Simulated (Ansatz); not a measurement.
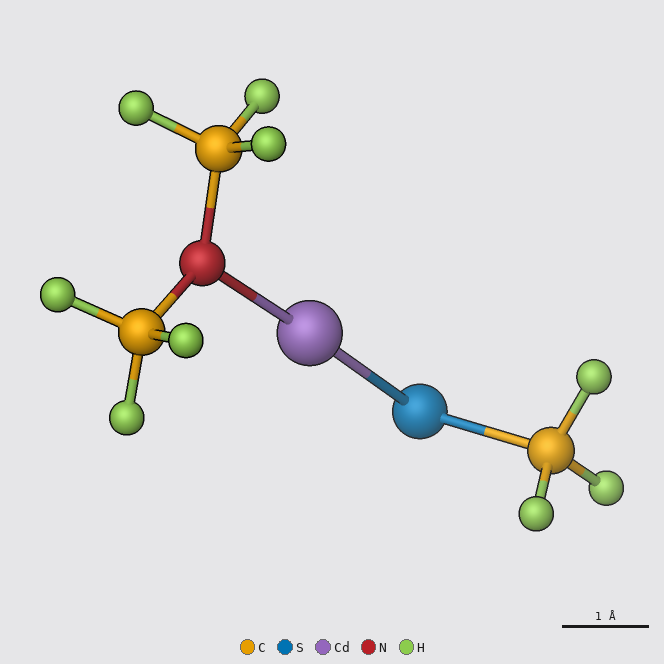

The picture shows a molecular structure as a ball-and-stick model.

What is the molecular formula?

Answer. C₃H₉CdNS, 15 atoms: 3 carbon, 9 hydrogen, 1 cadmium, 1 nitrogen and 1 sulfur.

How many bonds of each kind are drawn?

Answer. 9 C–H, 2 C–N, 1 C–S, 1 Cd–S, 1 Cd–N.

What is its SMILES?

Answer. C[S][Cd][N](C)C

Which point group does it belong to?

Answer. Cs.

How many sets of symmetry-equivalent atoms are there?

Answer. 10: 1 C, 1 S, 1 Cd, 1 N, 2 C, 1 H, 2 H, 2 H, 2 H, 2 H.

More results for the same structure follow; atom numbers are the same in all pictures, views and colours differ. Computed geometry: PBE0-D4/def2-TZVP optimisation.

### Geometry

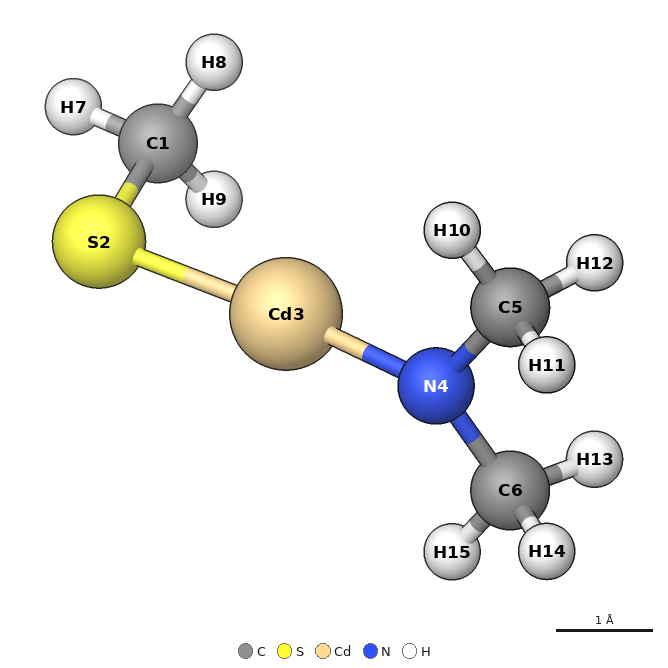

The atoms are numbered.

List the bonds and their lengths.

| bond | length (Å) |
| --- | --- |
| C1–S2 | 1.822 |
| C1–H7 | 1.091 |
| C1–H8 | 1.089 |
| C1–H9 | 1.089 |
| S2–Cd3 | 2.323 |
| Cd3–N4 | 2.006 |
| N4–C5 | 1.438 |
| N4–C6 | 1.438 |
| C5–H10 | 1.093 |
| C5–H11 | 1.102 |
| C5–H12 | 1.104 |
| C6–H13 | 1.104 |
| C6–H14 | 1.102 |
| C6–H15 | 1.093 |

### Vibrations

Harmonic vibrations computed with RKS PBE0-D4/def2-TZVP, core potentials on Cd (Ansatz 0.2.0) at a stationary point of the same level.

List the wavenumbers.

Answer. 39 modes: 35, 59, 68, 118, 125, 173, 224, 243, 265, 284, 367, 525, 723, 962, 976, 1000, 1087, 1114, 1147, 1236, 1274, 1347, 1437, 1460, 1462, 1470, 1472, 1477, 1497, 1512, 2935, 2938, 2976, 2985, 3064, 3090, 3091, 3149, 3154 cm⁻¹.

### Dipole moment

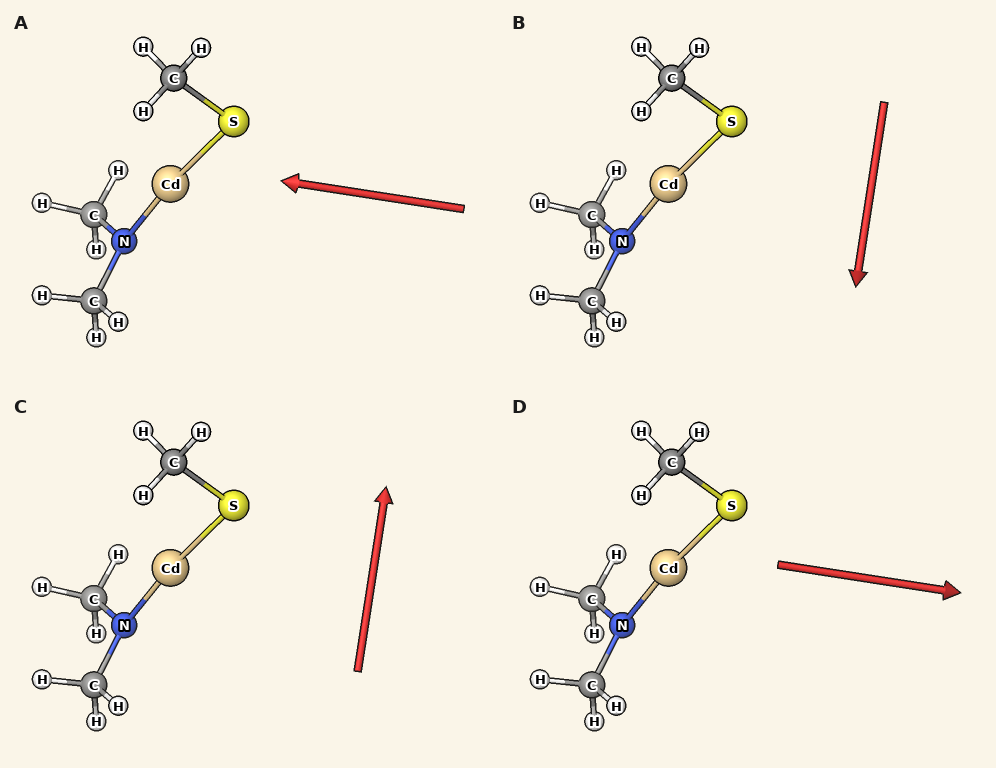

The same molecule four times, each with an arrow. Level of theory: RKS PBE0-D4/def2-TZVP, core potentials on Cd (Ansatz 0.2.0).

Which arrow points along the dipole moment, from the negative to the positive end?

Answer. A. The dipole moment is 1.77 D.

### Charges

The questions are on Mulliken charges. Method: RKS PBE0-D4/def2-TZVP, core potentials on Cd (Ansatz 0.2.0).

Which atom carries the highest charge (most positive or least negative)?

Answer. Cd3 (0.60 e).

And the lowest?

Answer. N4 (−0.43 e).

List the Mulliken charges.

| atom | value (e) |
| --- | --- |
| C1 | −0.36 |
| S2 | −0.36 |
| Cd3 | 0.60 |
| N4 | −0.43 |
| C5 | −0.27 |
| C6 | −0.27 |
| H7 | 0.15 |
| H8 | 0.14 |
| H9 | 0.14 |
| H10 | 0.11 |
| H11 | 0.11 |
| H12 | 0.10 |
| H13 | 0.10 |
| H14 | 0.11 |
| H15 | 0.11 |

Mulliken values depend strongly on the basis set and can even reverse the polarity of a bond.
